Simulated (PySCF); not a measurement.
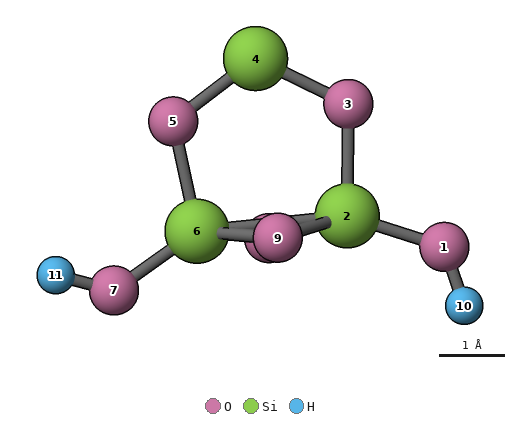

The input geometry (ball-and-stick view, seen on its broad side; atoms are numbered from 1 in the order of the input). Bond lengths as drawn: H–O 0.96 to 0.97 Å, O–Si 1.58 to 1.75 Å and Si–Si 2.35 Å.

**Si3H2O6 (charge +1): EPR calculation**

Si3H2O6 (hydroxylated trisilicon oxide cation), charge +1, multiplicity 2, computed with UKS B3LYP, IGLO-III on O Si, pcH-1 on H, non-relativistic, mean-field spin-orbit, GIAO (PySCF 2.14.0).

## Input
```
{"job": {"kind": "epr"}, "charge": 1, "multiplicity": 2}
O      2.639842    -0.934213     0.055007
Si     1.214326    -0.247571    -0.060733
O      1.482924     1.446575    -0.334693
Si     0.157104     2.341914    -0.477558
O     -1.251219     1.572445    -0.344965
Si    -1.131937    -0.148031    -0.076418
O     -2.540980    -0.867376     0.004900
O      0.027815    -0.607268    -1.202585
O      0.030001    -0.230582     1.137540
H      2.813306    -1.871866     0.203251
H     -3.413004    -0.476374     0.126121
```

The first line tells a small driver script what to run in PySCF; the rest is the geometry in Å.

Hardware: 1 CPU thread, shared host.

Launch command:
```bash
OMP_NUM_THREADS=1 python <driver script> task.json out
```

## The program's output
```
UKS, coarse grid
  cycle   1  E = -1320.85562018  |g| = 1.29e+00
  cycle   2  E = -1319.00259580  |g| = 2.41e+00
  cycle   3  E = -1321.35033623  |g| = 3.61e-01
  cycle   4  E = -1321.41057663  |g| = 1.39e-01
  cycle   5  E = -1321.41597013  |g| = 7.42e-02
  cycle   6  E = -1321.41789874  |g| = 1.76e-02
  cycle   7  E = -1321.41796775  |g| = 1.11e-02
  cycle   8  E = -1321.41800919  |g| = 2.60e-03
  cycle   9  E = -1321.41801224  |g| = 1.66e-03
  cycle  10  E = -1321.41801133  |g| = 5.32e-04
UKS, final grid
  cycle   1  E = -1321.41794680  |g| = 1.00e-03
  cycle   2  E = -1321.41794569  |g| = 2.05e-03
  cycle   3  E = -1321.41794714  |g| = 1.18e-04
  cycle   4  E = -1321.41794715  |g| = 3.67e-05
  cycle   5  E = -1321.41794715  |g| = 1.91e-05
E = -1321.41794715 Eh   <S^2> = 0.7523 (exact 0.7500)
g shifts (ppm)      1          2          3
  rmc          -212       -212       -212
  gc             80         26        148
  oz_so       -5859       -773        -62
  total       -5992       -960       -126
hyperfine (MHz)  atom isotope    a_iso     a_fc   dipolar eigenvalues
    0   17O      -6.38      -6.37     -1.23      0.54      0.69
    1  29Si     -25.45     -25.46     -3.27      1.48      1.79
    2   17O     -77.24     -77.25    -31.38     13.36     18.02
    3  29Si   -1617.72   -1619.11   -117.80     53.12     64.69
    4   17O     -73.01     -73.03    -32.86     14.21     18.66
    5  29Si     -15.60     -15.61     -3.05      1.51      1.54
    6   17O      -0.41      -0.40     -4.41      2.17      2.24
    7   17O      -1.53      -1.51     -1.69      0.78      0.91
    8   17O      -1.60      -1.58     -1.74      0.80      0.94
    9    1H       3.24       3.24     -0.75     -0.59      1.34
   10    1H      -0.89      -0.89     -1.69     -0.17      1.86
```

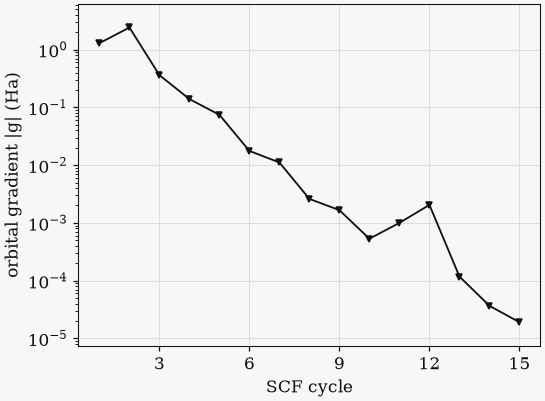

Convergence of the self-consistent field: orbital gradient |g| against the SCF cycle. All cycles printed in the log are drawn one after another.

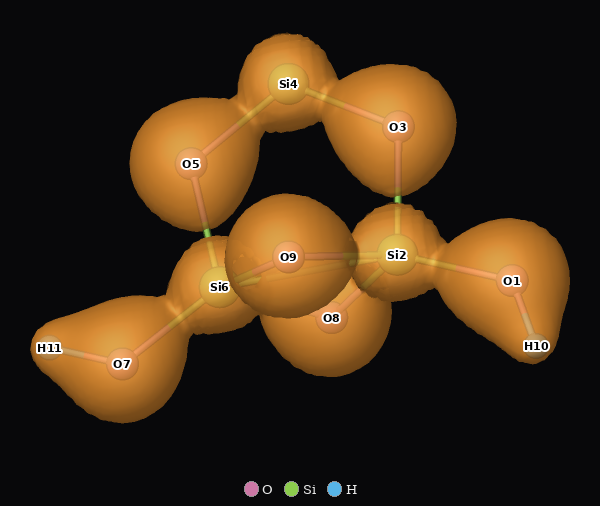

Isosurface of the total electron density at 0.8 e/Å³ (orange), seen at a tilt. At this value the surface falls into two separate pieces. It is pinched off along the Si–Si (2.35 Å) contacts. On the grid the lowest density along these lines, outside the cores, is 1.1 e/Å³ (Si–O, 1.58 Å), 0.5 e/Å³ (Si–Si, 2.35 Å), 2.2 e/Å³ (O–H, 0.96 Å) and 1.1 e/Å³ (Si–O, 1.68 Å).

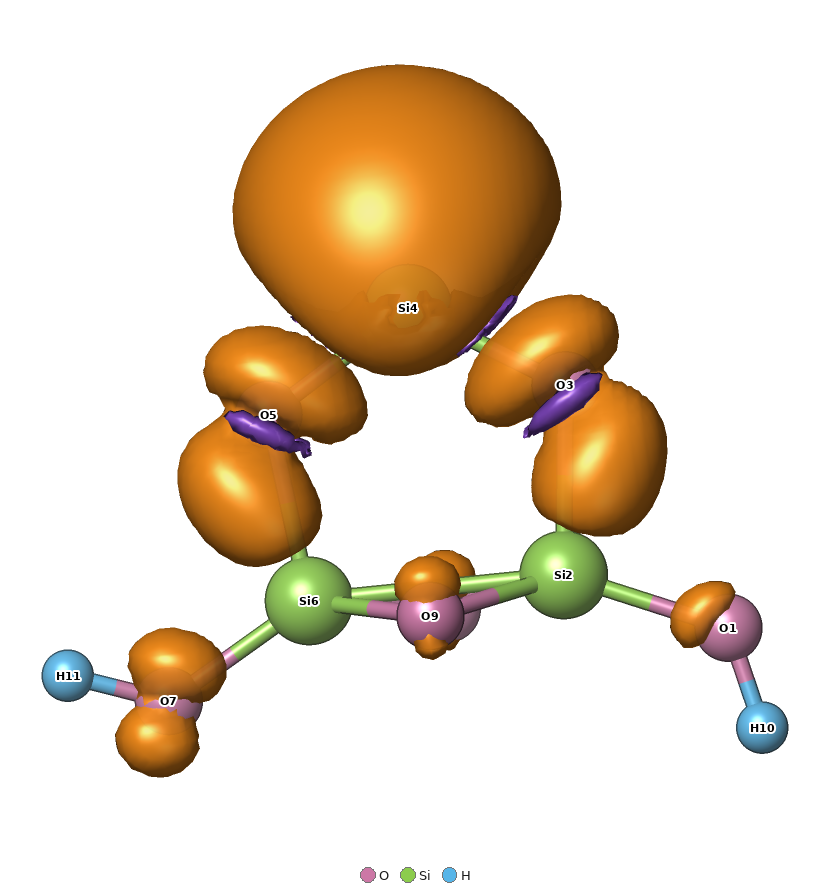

Isosurfaces of the spin density (α minus β) at +0.006 (orange) and −0.006 e/Å³ (purple), seen face on. The unpaired spin (1 electron) lies mostly on Si4 (about 0.8), O5 (about 0.1) and O3 (about 0.1), in electrons by Hirshfeld's partition.

## Results in brief

```json
{"quantity": "outcome", "value": "converged"}
{"quantity": "total energy", "value": "−1321.417947 hartree"}
{"quantity": "⟨S²⟩", "value": "0.752"}
{"quantity": "isotropic g", "value": "2.0000"}
{"quantity": "wall time", "value": "3.4 min"}
{"quantity": "peak memory", "value": "1.4 GiB"}
```
